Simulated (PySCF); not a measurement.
# AlNH3 (SMILES [NH2][AlH]) at UCISD/STO-3G

Aim: the energy change on altering one bond length of AlNH3 at UCISD/STO-3G, from 2 runs. 

Program for the calculation: PySCF 2.14.0.

11 further runs of the same task are left out: 11 set aside as unsound or not needed.

### Step 1. The system as given

AlNH3: 5 atoms, total charge 0, spin state doublet. As SMILES, `[NH2][AlH]`. Geometry: relaxed at PBE0-D4/def2-TZVP. This is one conformer, not always the lowest.

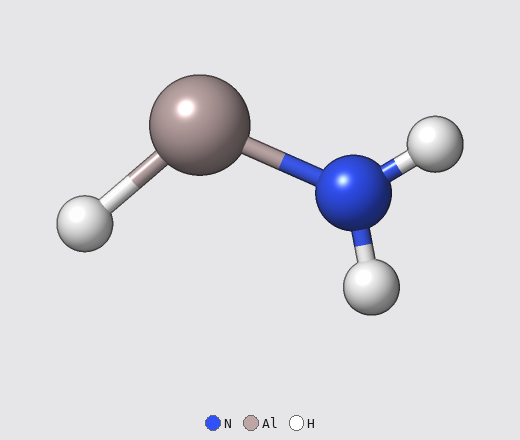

Viewed from a chosen angle; nitrogen blue, aluminium light grey, hydrogen white.

### Step 2. The energy at UCISD/STO-3G

Input file calc.py:

```python
# [NH2][AlH]
from pyscf import gto, scf, ci

mol = gto.M(
    atom='''
N     -0.116600    -0.660800     0.175100
Al     0.836600     0.833900     0.120800
H      0.148500    -1.505300     0.655500
H     -1.010300    -0.782800    -0.277400
H      0.191800     2.041400    -0.715400
''',
    verbose=4,
    charge=0,
    max_memory=1860,
    basis='sto-3g',
    spin=1,
)

calc0 = scf.UHF(mol)
calc0.conv_tol = 1e-10
calc0.kernel()
if not calc0.converged:
    calc0 = calc0.newton().run(calc0.mo_coeff, calc0.mo_occ)

cisd = ci.CISD(calc0, frozen=6)
cisd.kernel()
e_final = cisd.e_tot
print('E(%s) = %.9f' % ('CISD', e_final))
```

The run is started by

```bash
$ OMP_NUM_THREADS=1 python calc.py
```

Output:

```text
PySCF version 2.14.0

[INPUT] num. atoms = 5
[INPUT] num. electrons = 23
[INPUT] charge = 0
[INPUT] spin (= nelec alpha-beta = 2S) = 1
[INPUT] symmetry False subgroup None
[INPUT] Mole.unit = angstrom
[INPUT] Symbol           X                Y                Z      unit          X                Y                Z       unit  Magmom
[INPUT]  1 N     -0.116600000000  -0.660800000000   0.175100000000 AA   -0.220342066124  -1.248731023113   0.330891044411 Bohr   0.0
[INPUT]  2 Al     0.836600000000   0.833900000000   0.120800000000 AA    1.580944875811   1.575842615275   0.228278915847 Bohr   0.0
[INPUT]  3 H      0.148500000000  -1.505300000000   0.655500000000 AA    0.280624329498  -2.844604735308   1.238715474652 Bohr   0.0
[INPUT]  4 H     -1.010300000000  -0.782800000000  -0.277400000000 AA   -1.909190303648  -1.479277610310  -0.524210026954 Bohr   0.0
[INPUT]  5 H      0.191800000000   2.041400000000  -0.715400000000 AA    0.362449470692   3.857686910687  -1.351910069514 Bohr   0.0

nuclear repulsion = 46.2350920559399
number of shells = 11
number of NR pGTOs = 51
number of NR cGTOs = 17
basis = sto-3g
ecp = {}

******** <class 'pyscf.scf.uhf.UHF'> ********
method = UHF
initial guess = minao
damping factor = 0
level_shift factor = 0
DIIS = <class 'pyscf.scf.diis.CDIIS'>
diis_start_cycle = 1
diis_space = 8
diis_damp = 0
SCF conv_tol = 1e-10
SCF conv_tol_grad = None
SCF max_cycles = 50
direct_scf = True
direct_scf_tol = 1e-13
number electrons alpha = 12  beta = 11
Set gradient conv threshold to 1e-05
init E= -294.187889819696
[... the frontier-level lines of each cycle are left out ...]

cycle= 1 E= -294.377775734512  delta_E= -0.19  |g|= 0.277  |ddm|= 1.91
cycle= 2 E= -294.43524482321  delta_E= -0.0575  |g|= 0.0862  |ddm|= 0.572
cycle= 3 E= -294.442208057396  delta_E= -0.00696  |g|= 0.0254  |ddm|= 0.147
cycle= 4 E= -294.443582513012  delta_E= -0.00137  |g|= 0.00667  |ddm|= 0.107
cycle= 5 E= -294.443697592699  delta_E= -0.000115  |g|= 0.0034  |ddm|= 0.0261
cycle= 6 E= -294.443735700974  delta_E= -3.81e-05  |g|= 0.00131  |ddm|= 0.0175
cycle= 7 E= -294.443741689684  delta_E= -5.99e-06  |g|= 0.000332  |ddm|= 0.0081
cycle= 8 E= -294.443742003559  delta_E= -3.14e-07  |g|= 8.17e-05  |ddm|= 0.00175
cycle= 9 E= -294.443742022542  delta_E= -1.9e-08  |g|= 1.84e-05  |ddm|= 0.000454
cycle= 10 E= -294.443742023455  delta_E= -9.12e-10  |g|= 5.64e-06  |ddm|= 7.63e-05
cycle= 11 E= -294.443742023546  delta_E= -9.09e-11  |g|= 1.62e-06  |ddm|= 2.53e-05
Extra cycle  E= -294.443742023549  delta_E= -3.18e-12  |g|= 9.67e-07  |ddm|= 3.04e-06
converged SCF energy = -294.443742023549  <S^2> = 0.75601591  2S+1 = 2.0060069

******** <class 'pyscf.ci.ucisd.UCISD'> ********
CISD nocc = (np.int64(6), np.int64(5)), nmo = (11, 11)
frozen orbitals 6
max_cycle = 50
direct = 0
conv_tol = 1e-09
max_cycle = 50
max_space = 12
lindep = 0
nroots = 1
Init t2, MP2 energy = -0.0648821243503361
UCISD converged
E(UCISD) = -294.5278459380837  E_corr = -0.08410391453485444
E(CISD) = -294.527845938
```

Wall time 0.78 s (1 thread of Arm Neoverse V1, shared host); peak memory 0.1 GiB.

### Step 3. The distorted shape

Input file input.py:

```python
from pyscf import gto, ci

molecule = gto.M(
    atom='''
N      0.117505    -1.202610     0.501951
Al     1.918792     1.621963     0.399339
H      0.618471    -2.798484     1.409775
H     -1.909190    -1.479278    -0.524210
H      0.700297     3.903808    -1.180850
''',
    max_memory=1860,
    basis='sto-3g',
    unit='bohr',
    spin=1,
    verbose=3,
)

mf = molecule.UHF()
mf.conv_tol = 1e-10
mf.kernel()
if not mf.converged:
    mf = mf.newton().run(mf.mo_coeff, mf.mo_occ)

cisd = ci.CISD(mf, frozen=6)
cisd.kernel()
etot = cisd.e_tot
print('E(%s) = %.9f' % ('CISD', etot))
```

The run is started by

```bash
$ OMP_NUM_THREADS=1 python input.py
```

Output:

```text
converged SCF energy = -294.415624101414  <S^2> = 0.75719776  2S+1 = 2.0071849
E(UCISD) = -294.5100449005855  E_corr = -0.09442079917159613
E(CISD) = -294.510044901
```

Wall time 0.78 s (1 thread of Arm Neoverse V1, shared host); peak memory 0.12 GiB.

### Step 4. What came out

Level: UCISD/STO-3G, 6 core orbitals frozen.

| quantity | value |
| --- | --- |
| first shape: total energy | -294.52785 Eh |
| first shape: dipole moment (Hartree–Fock density) | 1.67 D |
| first shape: HOMO energy (Hartree–Fock orbitals) (highest over α and β) | -4.63 eV |
| first shape: LUMO energy (Hartree–Fock orbitals) (lowest over α and β) | 7.86 eV |
| first shape: correlation energy (6 core orbitals frozen) | -84.1 mEh |
| first shape: ⟨S²⟩ of the reference determinant | 0.756 |
| distorted shape: total energy | -294.51004 Eh |
| distorted shape: dipole moment (Hartree–Fock density) | 1.82 D |
| distorted shape: HOMO energy (Hartree–Fock orbitals) (highest over α and β) | -4.67 eV |
| distorted shape: LUMO energy (Hartree–Fock orbitals) (lowest over α and β) | 7.66 eV |
| distorted shape: correlation energy (6 core orbitals frozen) | -94.4 mEh |
| distorted shape: ⟨S²⟩ of the reference determinant | 0.757 |
| energy change with the N1–H4 bond stretched from 1.009 to 1.211 Å | 0.484 eV |

**Reading.** With the N1–H4 bond stretched from 1.009 to 1.211 Å the energy rises by 0.48 eV (11.2 kcal/mol). The first shape isn't relaxed at this level, so the change isn't measured from a minimum. The minimal basis adds a large error of its own. Mulliken charges (first shape) of the mean-field density run from -0.66 on N1 to +0.74 on Al2.
